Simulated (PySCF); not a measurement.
## Electronic structure of C8H13NO (SMILES C=C/C=C/CC(=O)N(C)C) in real space

The calculation's input:

```
{"job": {"kind": "nmr", "xc": "PBE0", "basis": "pcSseg-1"}, "charge": 0, "multiplicity": 1}
C     -3.986575     0.786845    -0.901975
C     -2.942546    -0.024386    -1.037913
C     -1.963540    -0.250934     0.000436
C     -0.912840    -1.060102    -0.138693
C      0.115491    -1.319785     0.913272
C      1.519015    -1.146651     0.336960
O      2.188555    -2.106511     0.006072
N      1.958761     0.124336     0.193231
C      1.217084     1.295575     0.595566
C      3.302889     0.351724    -0.288755
H     -4.699855     0.936236    -1.693664
H     -4.164573     1.329118     0.012531
H     -2.784623    -0.557902    -1.966404
H     -2.128076     0.273527     0.934717
H     -0.760208    -1.591683    -1.069028
H      0.048326    -2.366581     1.222652
H     -0.038186    -0.683105     1.784950
H      0.172878     1.214811     0.298604
H      1.272350     1.454728     1.677800
H      1.647074     2.164361     0.099788
H      3.904578     0.852944     0.473088
H      3.284221     0.965730    -1.191574
H      3.745047    -0.615311    -0.519888
```

Launched as:

```sh
OMP_NUM_THREADS=1 python probes_run.py task.json out
```

Geometry: GFN2-xTB.

Level of theory: PBE0/pcSseg-1, SCF density, gas phase, non-relativistic in PySCF 2.14.0.

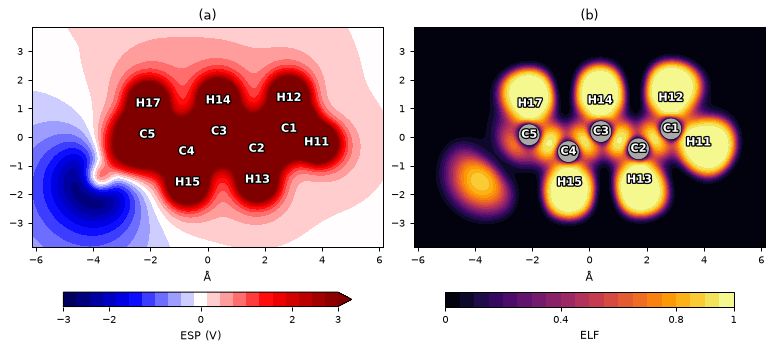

Figure 1. (a) molecular electrostatic potential; (b) ELF on the plane of atoms H11, C1 and H12. Grey discs cover the atomic cores in the ELF map.

### Describe what can be read from this map.

The section cuts through C and H sites.
C–C (1.33 Å): the ELF peaks at about 0.95 between the atoms (a short, multiple covalent bond).
C–H (1.08 Å): the ELF climbs to about 1 towards the hydrogen, as it does in any bond to H: an ordinary covalent bond to hydrogen.
C–C (1.44 Å): the ELF peaks at about 0.95 between the atoms, as expected for a covalent bond.
C–C (1.49 Å): the ELF peaks at about 0.95 between the atoms: localised, covalent bonding.
The ELF also peaks beside O7, away from the bonds: lone-pair regions.
Outside the dense part of the molecule the potential is most negative (−2.6 V) near O7, which lies off the plane.

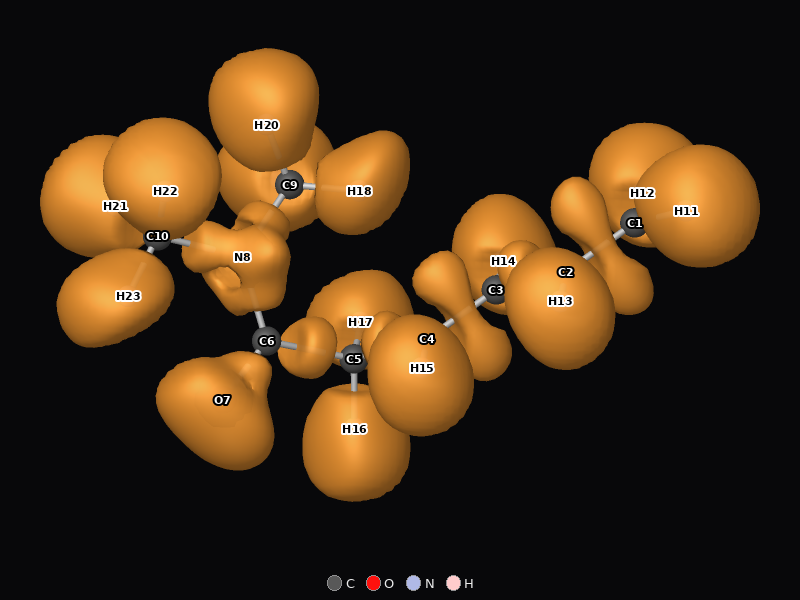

Figure 2. Isosurface of the electron localisation function at 0.75 (orange), seen across its widest extent. Core shells and regions of very low density are left out.

### What do the ELF domains correspond to?

At this value the surface marks out five regions between bonded C–C atoms (shared pairs), 13 regions around hydrogen nuclei, one region on N in which the atom's valence shell and bonds are merged and one region on O in which the atom's valence shell and bonds are merged. Along the contacts the grid gives the following. C–O (1.22 Å): the ELF peaks at about 0.85 between the atoms (a short, multiple covalent bond).

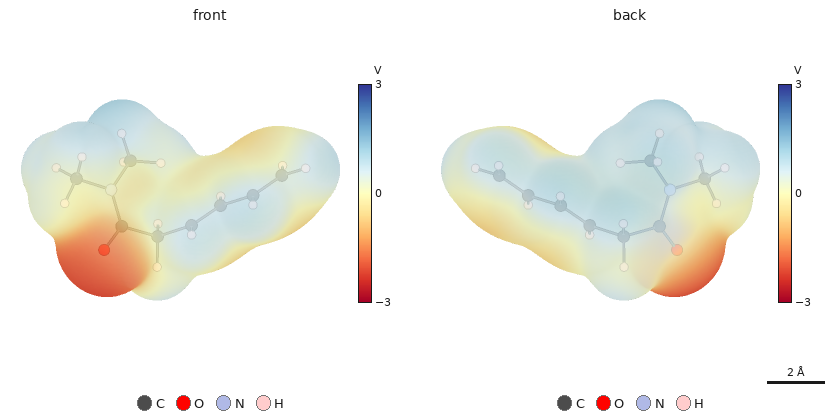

Figure 3. The molecular electrostatic potential painted on the density surface at 0.002 e/bohr³, seen from the front and from behind; red is negative and blue positive.

### Which sites attract a positive test charge, and which a negative one?

A positive charge is drawn to the negative regions and a negative charge to the positive ones. The most negative region (about −2.1 V, or −48 kcal/mol for a unit charge) lies over O7, the most positive (about +1.1 V, or +25 kcal/mol for a unit charge) over H14, H17 and H20. O7 is the likeliest acceptor of a hydrogen bond.

### What dipole moment does the calculation give?

Its dipole moment is 3.71 D.
